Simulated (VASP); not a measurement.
Band structure of BeS (relaxed from the rock salt structure, space group Fm-3m). Computed with PBEsol GGA, VASP's PBE PAW potentials (set 64) (plane waves; VASP 6.6.1).

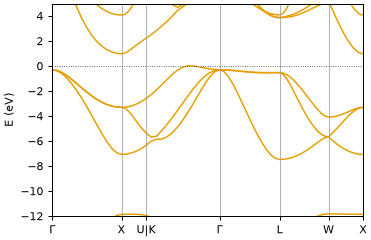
*Bands along high-symmetry lines, zero at the valence-band maximum or, without a gap, the Fermi level*

Question: Read the plot: is there a gap, and where are the band edges?

Answer: The gap is indirect, 0.97 eV, from the valence maximum at K-Γ at 0.57 to the conduction minimum at X. (Edges off the drawn lines would not show.)

The structure was generated: BeS was put into the rock salt type (Fm-3m), which need not be its known phase. It was relaxed first, which changed the volume by +18 %.
